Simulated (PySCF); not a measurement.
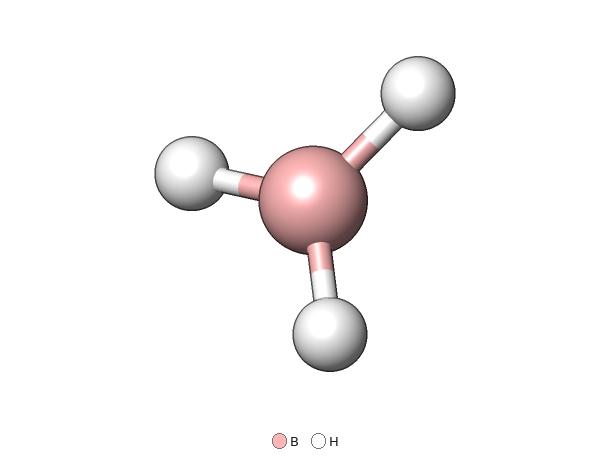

Ball-and-stick drawing of a structure. Every bond is drawn as one stick, whatever its order.

The geometry was computed by an optimisation with PBE0-D3(BJ)/def2-SVP. No frequency run is at hand to confirm it as a minimum.

Which formula does it have?

BH₃, 4 atoms: 1 boron and 3 hydrogen.

Name some functional groups or characteristic bonds that it holds.

Among them: B–H bond.

How many sets of symmetry-equivalent atoms are there?

2: 1 B, 3 H.

Count the bonded pairs by element.

3 B–H.

What is the point group of this geometry?

D3h.

The parts below concern this one geometry. Atoms keep their numbers from picture to picture.

### Geometry

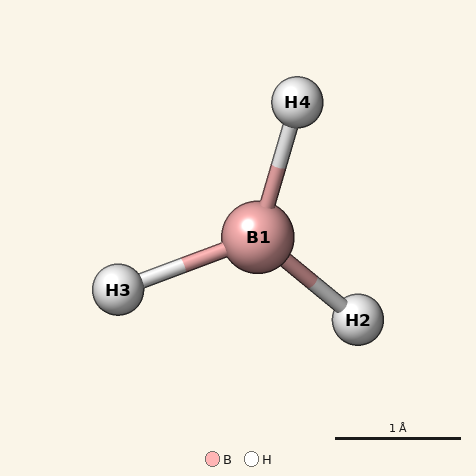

Atoms carry their numbers in the input. No frequency run is at hand to confirm it as a minimum.

Describe the coordination of atom 1.

B1 has 3 neighbours (H2 at 1.21, H3 at 1.21, H4 at 1.21 Å); the arrangement is trigonal planar.

### Electronic properties

No frequency run is at hand to confirm it as a minimum. Properties computed with CAM-B3LYP/def2-SVPD, gas phase (PySCF 2.14.0). Excitations: vertical, linear response.

What does the calculation give?

- HOMO energy (Kohn–Sham orbital): −11.41 eV
- LUMO energy (Kohn–Sham orbital): −0.81 eV
- HOMO–LUMO gap: 10.59 eV
- mean static polarisability: 17.9 bohr³
- lowest vertical singlet excitation: 5.79 eV
- its oscillator strength: 0.000
- brightest of the 10 lowest singlets: 12.14 eV
- its oscillator strength: 0.53

### Charges

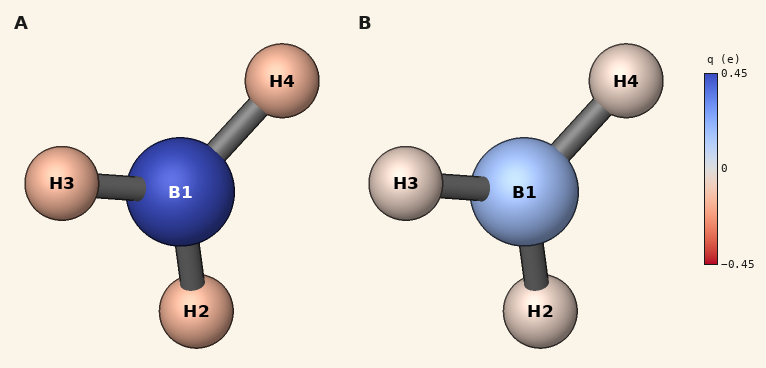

Atomic charges of one calculation by 2 schemes, on one colour scale. No frequency run is at hand to confirm it as a minimum. Method: PBE0/pcSseg-1 (PySCF 2.14.0).

The schemes are ESP-fitted, Hirshfeld. Which panel shows which?

A ESP-fitted, B Hirshfeld.

List the charges (e), one line for each set of equivalent atoms.

```tsv
atom	ESP-fitted	Hirshfeld
B1	0.45	0.16
H2, H3, H4	−0.15	−0.05
```

### NMR shielding

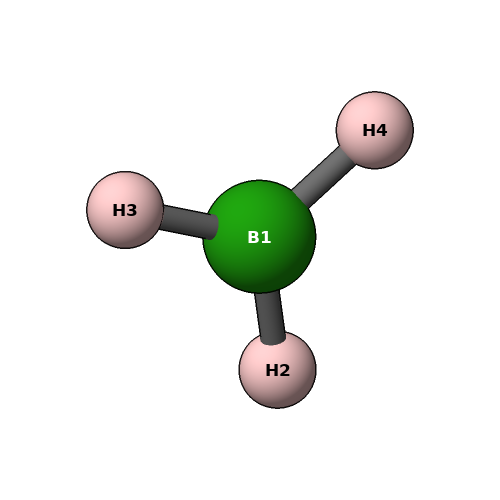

No frequency run is at hand to confirm it as a minimum. Properties computed with GIAO PBE0/pcSseg-1 NMR shielding, non-relativistic, gas phase (PySCF 2.14.0). Principal shieldings σ11 ≤ σ22 ≤ σ33, span Ω = σ33 − σ11, skew κ = 3(σiso − σ22)/Ω.

Give the shielding tensors of the B atoms.

| atom | σ11 | σ22 | σ33 | σiso | Ω | κ |
| --- | --- | --- | --- | --- | --- | --- |
| B1 | −61.6 | −61.5 | 142.3 | 6.4 | 203.9 | 1.00 |

Shieldings and span in ppm.
